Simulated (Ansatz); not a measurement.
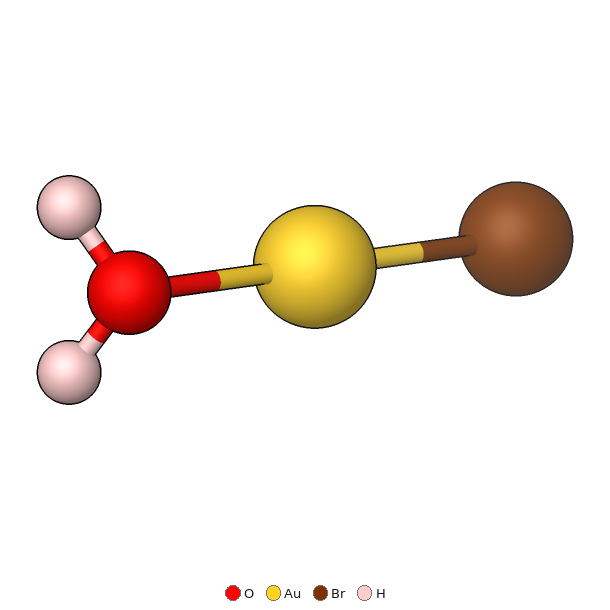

A ball-and-stick model of a molecule.

Charge 0, singlet.

Description:

Formula AuBrH₂O. SMILES: `[OH2+][Au-][Br]`. Coordination: 1 O trigonal pyramidal; 1 Au linear.

More results for the same structure follow; atom numbers are the same in all pictures, views and colours differ. Computed geometry: PBE0-D4/def2-TZVP optimisation.

### Geometry

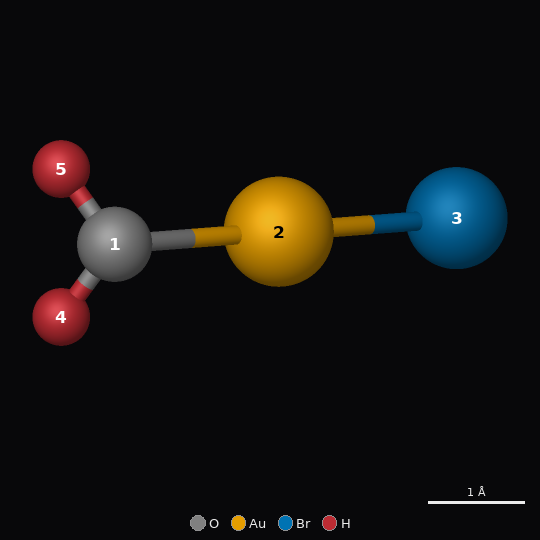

Numbered structure.

Estimate the angles Au2–O1–H4, H4–O1–H5, O1–Au2–Br3.

```csv
angle,degrees
Au2–O1–H4,111.7
H4–O1–H5,107.0
O1–Au2–Br3,179.8
```

### Dipole moment

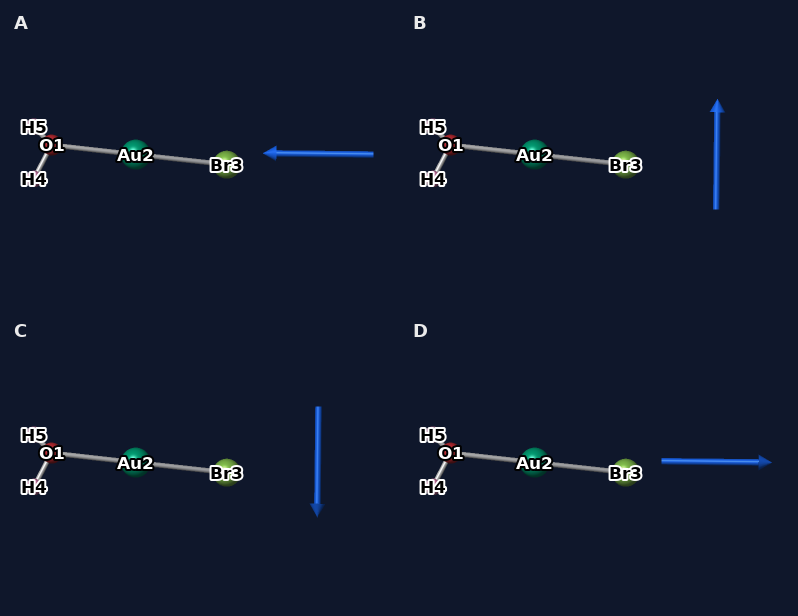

The same molecule four times, each with an arrow. Level of theory: RKS ωB97M-V/def2-TZVPP, core potentials on Au (Ansatz 0.2.0).

**Which arrow points along the dipole moment, from the negative to the positive end?**

A. The dipole moment is 7.90 D; it points from the side of Br3 to the side of H4, H5 (the outermost atoms at the two ends).

### Electronic properties

Level of theory: RKS PBE0-D4/def2-TZVPP, core potentials on Au (Ansatz 0.2.0).

**Estimate the HOMO energy (Kohn–Sham orbital).**

−6.86 eV.

**Give the HOMO–LUMO gap at this level.**

5.18 eV.

**Give the vertical ionisation energy at this level.**

9.09 eV.

### Thermal motion

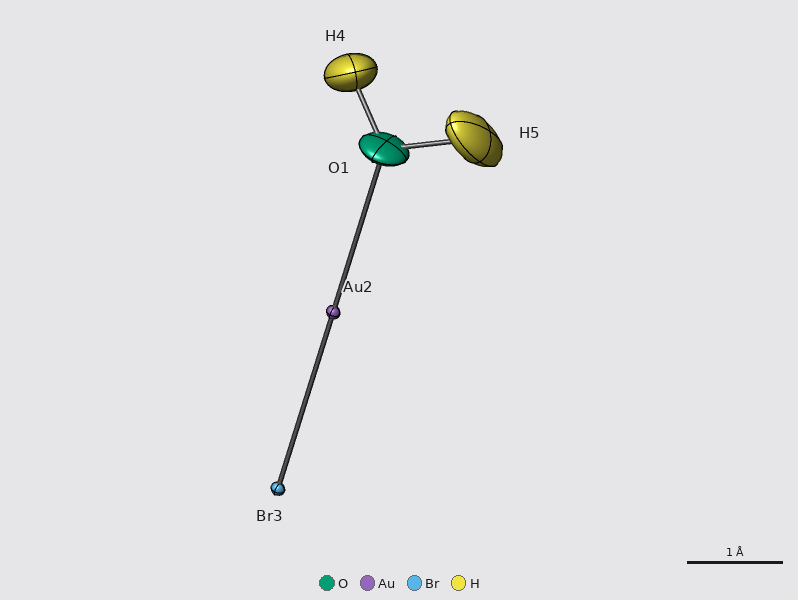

Displacement ellipsoids at the 50 % level, from the internal vibrations of the free molecule (harmonic, no overall translation or rotation; no half-axis is drawn under 0.075 Å). Vibrations computed with RKS PBE0-D4/def2-TZVP, core potentials on Au (Ansatz 0.2.0). Temperature: 400 K.

**Which atom has the largest mean-square displacement?**

H4, H5, with U_eq = 0.0507 Å².

**Does H5 move more along its bond or across it?**

Across it: the root-mean-square amplitude is 0.177 Å along the bond and up to 0.320 Å across, since bending and torsion are softer than stretching.

List U_eq and the three principal root-mean-square amplitudes for each kind of atom.

```csv
atom,U_eq (Å²),rms amplitudes (Å)
O1,0.0220,"0.071, 0.173, 0.176"
Au2,0.00074,"0.014, 0.031, 0.032"
Br3,0.0014,"0.037, 0.038, 0.038"
"H4, H5",0.0507,"0.127, 0.183, 0.320"
```
